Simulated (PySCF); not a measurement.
H2Br2Ge, SMILES [Br][GeH2][Br] at its PBE0/def2-SVP optimised geometry (Å):

```
5

Ge    -0.9123    -0.3110     0.0000
Br     1.3876    -0.3110     0.0000
Br    -1.6813    -1.3121    -1.9225
H     -1.3874     1.1451     0.0000
H     -1.3876    -1.1451     1.1935
```

Computed with PBE0/def2-TZVP (PySCF).

Map of the deformation density (molecule minus spherical neutral atoms) (e/bohr³) on the plane z = 1.0 Å:

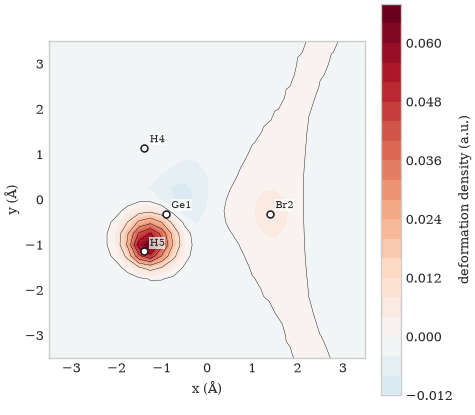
Figure. Deformation density (molecule minus spherical neutral atoms) (e/bohr³) on the plane z = 1.0 Å.
